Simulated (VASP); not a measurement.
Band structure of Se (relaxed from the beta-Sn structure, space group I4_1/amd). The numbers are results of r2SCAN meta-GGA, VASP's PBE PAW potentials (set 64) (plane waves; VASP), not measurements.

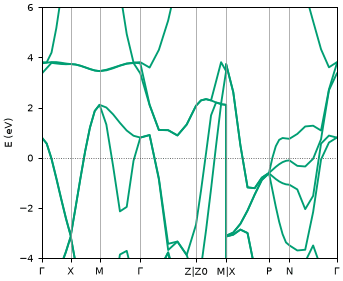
Bands along high-symmetry lines, zero at the valence-band maximum or, without a gap, the Fermi level

Task: Read the plot: is there a gap, and where are the band edges?

Result: It has no gap at this level: it comes out as a metal or semimetal.

The structure was generated: Se was put into the beta-Sn type (I4_1/amd), which need not be its known phase. It was relaxed first.
